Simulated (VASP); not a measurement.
# MoS2: accuracy against cost in the SCF threshold and SCF solver, part 3 of 3

How sensitive are energy, pressure and forces of MoS2 to the SCF threshold and SCF solver? The series runs use PBE. The start is a cell from a database of measured crystal structures.

VASP 6.6.1; PBE; plane waves and PAW (Mo_sv, S).

Still holding for the runs below: This run has no spin polarisation, although Mo can carry a moment. Spin-orbit coupling is off here; it would split degenerate levels.

So far. Step 13 (SCF solver: ALGO = Damped): Against the first of the series the energy stays within 0.01 meV an atom; the pressure moves by -0.01 GPa, after 23 cycles in 12 s. Step 14 (SCF solver: AMIX = 0.1, BMIX = 0.01): Against the first of the series the energy stays within 0.01 meV an atom; the pressure moves by -0.06 GPa, after 17 cycles in 11 s.

## 15. SCF solver: AMIX = 0.8 (continued)

From OUTCAR (step 15):

```text
  Total        1.3715914      1.3715914      2.1444667      0.0000000      0.0000000      0.0000000
  in kB       41.3195348     41.3195348     64.6025956      0.0000000      0.0000000      0.0000000
  external PRESSURE =      49.0805551 kB  Pullay stress =       0.0000000 kB

 POSITION                                       TOTAL-FORCE (eV/Angst)
 -----------------------------------------------------------------------------------
      0.00000      0.00000      0.00000         0.000000     -0.000000      0.086606
      0.00000      0.00000      4.61250         0.000000     -0.000000     -0.510679
      0.00000      1.82443      1.54365         0.000000      0.000000      0.424073
 -----------------------------------------------------------------------------------
    total drift:                                0.000000      0.000004      0.000229

  FREE ENERGIE OF THE ION-ELECTRON SYSTEM (eV)
  ---------------------------------------------------
  free  energy   TOTEN  =       -21.7860728085 eV

  energy  without entropy=      -21.7860718687  energy(sigma->0) =      -21.78607234

[... 2 parts as in an earlier step ...]

[... 1 further part left out ...]
[key lines of the parts left out:]
E-fermi :   8.1038
```

Against the first of the series the energy stays within 0.01 meV an atom; the pressure moves by -0.03 GPa, after 18 cycles in 12 s.

## 16. SCF solver: IMIX = 1, AMIX = 0.2

Contents of INCAR:

```
SYSTEM = MoS2
PREC = Accurate
ENCUT = 400
EDIFF = 1E-06
NELM = 100
ISMEAR = -1
SIGMA = 0.05
LREAL = .FALSE.
ALGO = Normal
GGA = PE
NBANDS = 19
LASPH = .TRUE.
LORBIT = 11
LWAVE = .FALSE.
LCHARG = .FALSE.
KPAR = 4
ISIF = 2
IMIX = 1
AMIX = 0.2
```

Contents of POSCAR:

```
MoS2
1.0
    1.5800000000      2.7366402759      0.0000000000
   -1.5800000000      2.7366402759      0.0000000000
    0.0000000000     -1.8244268506      6.1500000000
Mo S
1 2
Direct
    0.0000000000      0.0000000000      0.0000000000
    0.2500000000      0.2500000000      0.7500000000
    0.4170000000      0.4170000000      0.2510000000
```

Contents of KPOINTS:

```
Automatic mesh
0
Gamma
8 8 8
0 0 0
```

The projector-augmented-wave data sets are Mo_sv and S (PBE family, release 64).

The run is started by

```sh
$ mpirun -np 4 vasp_std
```

Output:

```text
[... set-up lines as in an earlier step ...]
 entering main loop
       N       E                     dE             d eps       ncg     rms          rms(c)
[... 5 cycles as in an earlier step ...]
DAV:   6    -0.220849050525E+02    0.11417E+01   -0.24700E+00  2771   0.102E+01    0.156E+01
DAV:   7    -0.219071057300E+02    0.17780E+00   -0.36069E-01  2969   0.380E+00    0.110E+01
DAV:   8    -0.218441486466E+02    0.62957E-01   -0.54829E-02  2859   0.154E+00    0.840E+00
DAV:   9    -0.218150285554E+02    0.29120E-01   -0.24794E-02  2906   0.971E-01    0.647E+00
[...]
DAV:  32    -0.217860681283E+02   -0.13985E-05   -0.21551E-07  1448   0.348E-03    0.212E-02
DAV:  33    -0.217860691988E+02   -0.10705E-05   -0.15368E-07  1421   0.293E-03    0.164E-02
DAV:  34    -0.217860700142E+02   -0.81539E-06   -0.10983E-07  1373   0.245E-03
   1 F= -.21786070E+02 E0= -.21786070E+02  d E =-.941133E-06
```

Run time: 21 s. Hardware: 4 MPI ranks of AMD EPYC 9R45, shared host; peak memory 0.6 GiB; 70 s of CPU time.

OUTCAR, selected parts (step 16):

```text
  Total        1.3799862      1.3799862      2.1633289      0.0000000      0.0000000     -0.0000000
  in kB       41.5724291     41.5724291     65.1708240      0.0000000      0.0000000     -0.0000000
  external PRESSURE =      49.4385607 kB  Pullay stress =       0.0000000 kB

 POSITION                                       TOTAL-FORCE (eV/Angst)
 -----------------------------------------------------------------------------------
      0.00000      0.00000      0.00000         0.000000      0.000000      0.086633
      0.00000      0.00000      4.61250         0.000000     -0.000000     -0.510044
      0.00000      1.82443      1.54365         0.000000      0.000000      0.423411
 -----------------------------------------------------------------------------------
    total drift:                               -0.000000      0.000004      0.000115

  FREE ENERGIE OF THE ION-ELECTRON SYSTEM (eV)
  ---------------------------------------------------
  free  energy   TOTEN  =       -21.7860700142 eV

  energy  without entropy=      -21.7860690731  energy(sigma->0) =      -21.78606954

[... 2 parts as in an earlier step ...]

[... 1 further part left out ...]
[key lines of the parts left out:]
E-fermi :   8.1029
```

Against the first of the series the energy stays within 0.01 meV an atom; the pressure moves by +0.01 GPa, after 34 cycles in 21 s.

## 17. The SCF solver series as a table

This step: convergence of PBE results with the solver; plane waves and PAW (VASP 6.6.1).

No new run; the numbers come from the runs before.

Differences are taken from the run with ALGO = Normal. Results of the series, by row:

```csv
setting,status,energy less the reference (meV/atom),pressure (GPa),largest force difference (meV/Å),gap (eV),SCF cycles,wall time (s)
ALGO = Normal,converged,0,4.934,0,1.04,14,9
ALGO = Fast,converged,3.33e-6,4.935,0.169,1.04,15,10.2
ALGO = VeryFast,converged,4.33e-5,4.944,0.471,1.04,21,12.8
ALGO = All,converged,3.67e-5,4.932,0.739,1.04,19,12.2
ALGO = Damped,converged,9.33e-5,4.924,3.55,1.04,23,11.6
"AMIX = 0.1, BMIX = 0.01",converged,-0.001057,4.879,0.773,1.04,17,10.8
AMIX = 0.8,converged,-1.20e-4,4.908,0.833,1.04,18,11.6
"IMIX = 1, AMIX = 0.2",converged,8.13e-4,4.944,0.184,1.04,34,21
```

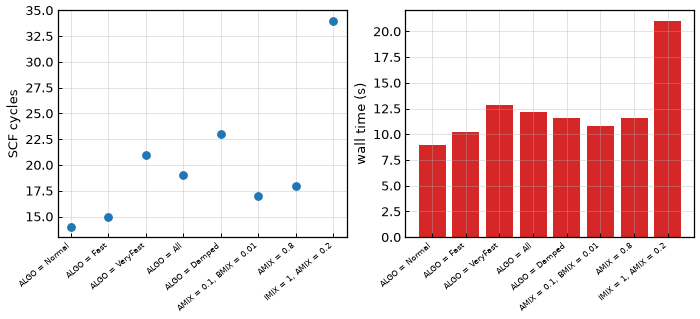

The SCF cycles and the wall time by setting.

## 18. Outcome

* SCF threshold from which the energy stays within 10 meV/atom of the reference: EDIFF = 0.01
* SCF threshold from which the energy stays within 1 meV/atom of the reference: EDIFF = 0.01
* SCF threshold from which the pressure stays within 0.2 GPa of the reference: EDIFF = 0.001
* spread of the pressure over the SCF threshold: 2.22 GPa
* spread of the energy over the SCF threshold: 0.409 meV/atom
* fewest SCF cycles: ALGO = Normal (14)
* most SCF cycles among converged runs: IMIX = 1, AMIX = 0.2 (34)
* spread of the pressure over the SCF solver: 0.0655 GPa
* spread of the energy over the SCF solver: 0.00187 meV/atom

From EDIFF = 0.01 on, the energy stays within 1 meV an atom of the reference, at 53 % of its time. The pressure holds within 0.2 GPa from EDIFF = 0.001 on. The loosest stop saves 9 of 18 cycles and costs -0.4 meV an atom, +2.12 GPa, 28.7 meV/Å in forces. All SCF solvers that converged agree within 0.05 meV an atom. No setting beats the 9 s of ALGO = Normal by a fifth or more; the slowest converged run is IMIX = 1, AMIX = 0.2, at 21 s. On a shared host such times are rough. Yet the pressure of AMIX = 0.1, BMIX = 0.01 is -0.06 GPa off: EDIFF tests the energy, which is second order in the error of the density, while the stress is first order.

[Lines on the potential files, build, host, timing and source positions are cut from VASP's logs without a mark.]

[Logs are printed without paths, hosts, clocks, repeated set-up lines and the standing remarks that a program may print on its own settings, such as how far it seeks lower states.]

[Hosts, paths, dates, database ids (printed as entryN), source tags and the programs' standing remarks are cut or masked in the printed files.]

[A measured line is paired with the nearest computed mode of its activity, which favours agreement.]
